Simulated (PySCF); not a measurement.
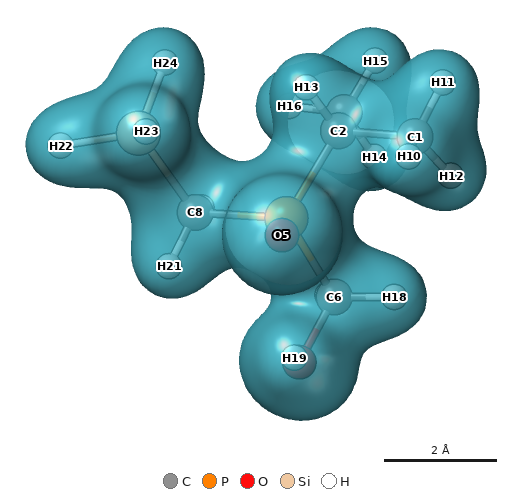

Figure. C$_{5}$H$_{15}$O$_{2}$PSi. Isosurface of the total electron density at 0.2 e/Å³ (cyan), seen across its widest extent.

Geometry: GFN2-xTB.

Method: PBE0/pcSseg-1, SCF density, gas phase, non-relativistic in PySCF 2.14.0.

| atom | x (Å) | y (Å) | z (Å) |
| --- | --- | --- | --- |
| C | -2.0806 | 0.3189 | 1.2983 |
| C | -0.8560 | -0.4478 | 0.8145 |
| C | -1.2304 | -1.6670 | -0.0131 |
| P | 0.2498 | 0.7412 | -0.0765 |
| O | 0.5941 | 1.9204 | 0.7348 |
| C | -0.6125 | 1.3095 | -1.6270 |
| O | 0.1760 | 2.3401 | -2.1518 |
| C | 1.7126 | -0.1629 | -0.6781 |
| Si | 2.7152 | -0.8417 | 0.7869 |
| H | -1.7689 | 1.2455 | 1.7777 |
| H | -2.6461 | -0.2717 | 2.0171 |
| H | -2.7383 | 0.5624 | 0.4653 |
| H | -0.2689 | -0.7568 | 1.6892 |
| H | -1.7708 | -1.3702 | -0.9099 |
| H | -1.8734 | -2.3262 | 0.5684 |
| H | -0.3464 | -2.2275 | -0.3081 |
| H | -0.6777 | 0.5294 | -2.3864 |
| H | -1.6249 | 1.6672 | -1.3844 |
| H | 0.4174 | 2.9183 | -1.4119 |
| H | 1.4176 | -0.9395 | -1.3798 |
| H | 2.2936 | 0.5837 | -1.2229 |
| H | 4.0378 | -1.1971 | 0.2685 |
| H | 2.8223 | 0.1441 | 1.8552 |
| H | 2.0468 | -2.0525 | 1.2814 |

Q: How is the density connected at this value?

A: At this value the surface is in one piece. It bridges the sampled C–O (1.40 Å), P–O (1.47 Å), C–C (1.52 Å) and C–P (1.82 Å) contacts, where the density stays above the isovalue. On the grid the lowest density along these lines, outside the cores, is 1.8 e/Å³ (C–O, 1.40 Å), 1.7 e/Å³ (P–O, 1.47 Å), 1.6 e/Å³ (C–C, 1.52 Å) and 1.1 e/Å³ (C–P, 1.82 Å).
